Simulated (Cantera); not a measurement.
Input: 1 mol CF4, 0.33 mol H2, held at 750 Torr.

Cantera equilibrium calculation (NASA polynomials, part measured and part estimated; ideal gas, pure solids and liquids). Candidate condensed phases: C, C6H6, C7H8, C8H18; 95 gas species. The tables' values for C2F4 are old estimates; treat these amounts as uncertain. Gases not in the tables: C2F6 and larger saturated fluorocarbons. Equilibrium is a limit: real reactors are often held back by kinetics, nucleation or transport.

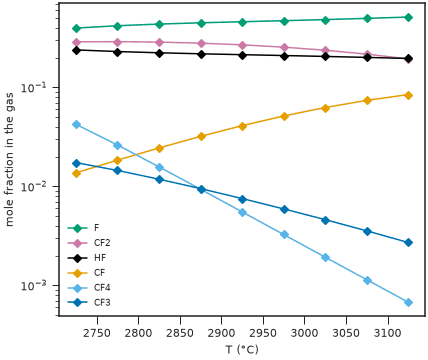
Figure: Equilibrium gas composition (values under 1e-9 drawn at 1e-9)

From 2725 °C to 3125 °C nothing is condensed. The main C-bearing gas is CF2 throughout.
